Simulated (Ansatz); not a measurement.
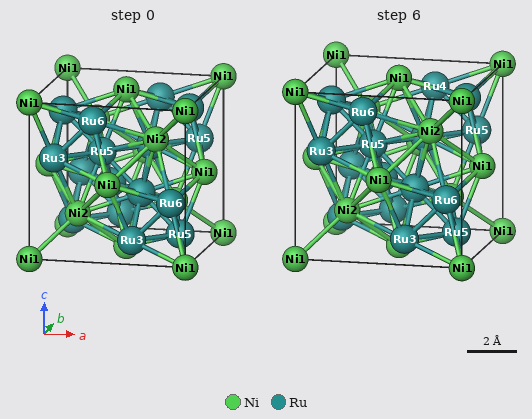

The structure of a crystal of NiRu2 (built on the cubic Laves (C15)_227 type) (coarse preliminary run) before (left) and after (right) a relaxation, at one scale.

The picture is a ball-and-stick view of the conventional cell (4 times the calculation's cell), seen slightly off an axis. Lengths and directions refer to the drawn axes.

Case: cubic Laves (C15) type (Fd-3m, No. 227).

Theory: DFT PBE, scalar-relativistic, plane waves, PAW (Ansatz).

The input:
```yaml
crystal:
  lattice:
    - [0.0, 3.3011051372, 3.3011051372]
    - [3.3011051372, 0.0, 3.3011051372]
    - [3.3011051372, 3.3011051372, 0.0]
  atoms:
    - { symbol: Ni, position: [0.0, 0.0, 0.0], spin: 0.38 }
    - { symbol: Ni, position: [0.25, 0.25, 0.25], spin: 0.38 }
    - { symbol: Ru, position: [0.625, 0.625, 0.625], spin: 0.31 }
    - { symbol: Ru, position: [0.125, 0.625, 0.625], spin: 0.31 }
    - { symbol: Ru, position: [0.625, 0.625, 0.125], spin: 0.31 }
    - { symbol: Ru, position: [0.625, 0.125, 0.625], spin: 0.31 }
basis:
  ecutwfc: 420
kpoints:
  mp_grid: { grid: [4, 4, 4] }
hamiltonian:
  xc: pbe
scf:
  occupations: { method: gaussian, width: 0.1 }
  lower_state_search: "off"
output:
  forces: true
  stress: true
  eigenvalues: true
  populations: true
magnetization:
  spin_polarized: true
relax:
  adjacent_minimum: "off"
  f_tol: 0.04
  max_steps: 70
  cell: { stress_tol: 0.4 }
```

Run as
```bash
ansatz run input.yaml --threads 1 --pin off --max-ram 2560MiB --backend cpu --events-out ev --progress --plain --runs-dir out
```

Summarise the run.

Answer. No atom moves by more than 0.005 Å relative to the cell. The volume changes by +21.8 %, with a = b = c 6.602 → 7.051 Å (+6.8 %). Among the contacts that change: Ni1–Ni2 2.859 → 3.053 Å, Ni1–Ru3 2.737 → 2.923 Å, Ru3–Ru4 2.334 → 2.493 Å. The space group stays Fd-3m (No. 227). After 4 accepted moves (6 points after the start) the energy has fallen by 435 meV per atom. All forces vanish by symmetry, so only the cell relaxes. Pressure: 63.74 GPa at the start and 0.03 GPa at the end. The SCF was repeated twice at an unchanged geometry on a basis and grid sized afresh for the cell, which shifted the energy by 2.7 meV per atom at most.
